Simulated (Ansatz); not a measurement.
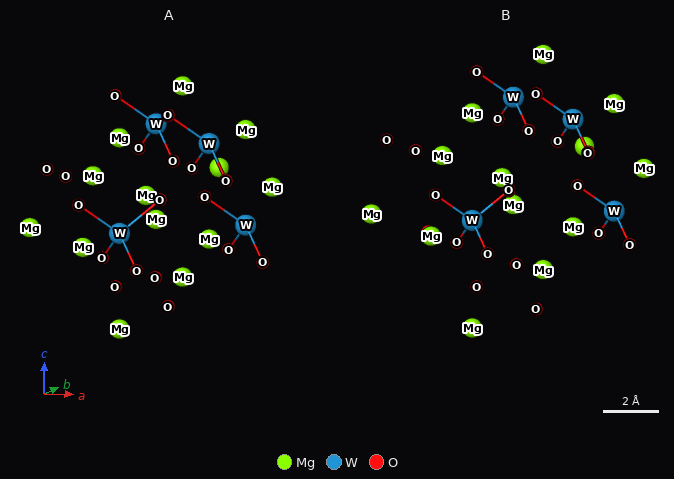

Two geometries of solid Mg$_{2}$WO$_{4}$ (a generated structure, set up in F-43m) (coarse preliminary run), drawn at one scale. One is the start of a relaxation, the other its converged end. A ball-and-stick model of the atoms within 5.0 Å of the atom that moves most (axes of the conventional cell (4 times the calculation's cell)), seen slightly off an axis. Lengths and directions refer to the drawn axes.

All numbers below come from DFT PBE, scalar-relativistic, plane waves, PAW (Ansatz). (plane-wave cutoff 420 eV; k-point mesh 4 × 4 × 4; occupations gaussian; smearing width 0.1 eV; no spin polarisation; cell and atoms relaxed; force threshold 0.04 eV/Å; at most 70 steps)

Which geometry has the lower energy?

Structure B is the relaxed one. The energy falls by 1394 meV per atom in 7 accepted moves (9 points after the start). Largest force component: 7.4 eV/Å at the start, 0.00014 eV/Å at the end. Pressure: 16.90 GPa at the start and 0.31 GPa at the end. The SCF was repeated twice at an unchanged geometry on a basis and grid sized afresh for the cell, which shifted the energy by 50.0 meV per atom at most. The largest moves relative to the cell, 0.45 Å, are those of O atoms. W and Mg stay in place. The drawn cell changes as follows: a = b = c 7.105 → 7.994 Å (+12.5 %); the volume changes by +42.4 %. Among the contacts that change: O–O 1.777 → 2.733 Å, O–W 1.988 → 1.788 Å. The space group stays F-43m (No. 216). Cost: 32 s on 1 thread of Arm Neoverse V1, on a shared host, peak memory 0.35 GiB.
